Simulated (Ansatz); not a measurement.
# BFHO: the cost of one run

Computed with the Python package of Ansatz 0.2.0. The levels of theory stand in the script.

## 1. The structure

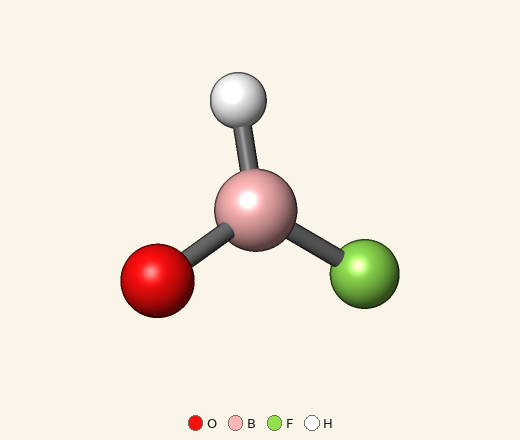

The structure that the script starts from, seen from a chosen angle (oxygen red, boron pink, fluorine green, hydrogen white).

No structure file is read: the coordinates are typed or built in the script.

## 2. Script

Contents of basis.py:

```python
# -*- coding: utf-8 -*-
"""How the energy of BFHO converges with the basis."""

import ansatz as az

GEOMETRY = """
O     1.31230    0.36960   -0.47540
B    -0.01610   -0.05970    0.04050
F    -1.27990    0.53520   -0.43340
H     0.03920   -0.90530    0.84790
"""

mol = az.Crystal.molecule()
for line in GEOMETRY.strip().splitlines():
    symbol, *xyz = line.split()
    mol = mol.atom(symbol, [float(v) for v in xyz])

calculation = (
    mol.calculation()
    .functional("b3lyp")
    .spin("collinear", total=1)
)

energies = {}
for basis in ["cc-pVDZ", "cc-pVTZ"]:
    summary = calculation.basis(gaussian=basis).run(threads=1).report
    size = summary["n_frozen"] + summary["n_occupied"][0] + summary["n_virtual"][0]
    energies[basis] = (summary["reference_energy_ev"] / 27.211386246, summary["free_energy_ev"] / 27.211386246)
    print(f"{basis:14s} {size:4d} orbitals  reference {energies[basis][0]:14.6f} Ha  total {energies[basis][1]:14.6f} Ha")

last = energies["cc-pVTZ"][1]
for basis, (_, total) in energies.items():
    print(f"{basis:14s} lies {27.211386 * (total - last):9.4f} eV above cc-pVTZ")
```

## 3. What the engine is handed

The engine receives this input (first run):

```yaml
crystal:
  periodic: [false, false, false]
  atoms:
    - { symbol: O, position_ang: [1.3123, 0.3696, -0.4754] }
    - { symbol: B, position_ang: [-0.0161, -0.0597, 0.0405] }
    - { symbol: F, position_ang: [-1.2799, 0.5352, -0.4334] }
    - { symbol: H, position_ang: [0.0392, -0.9053, 0.8479] }
basis:
  gaussian:
    orbitals: cc-pVDZ
hamiltonian:
  xc: b3lyp
magnetization:
  spin_polarized: true
  initial_magnetization: 1.0
```

## 4. Running it

Launch:

```sh
> python basis.py
```

What time and memory should one allow on 1 thread of Arm Neoverse V1, shared host?

About 5.8 s, with a peak of 0.21 GiB.
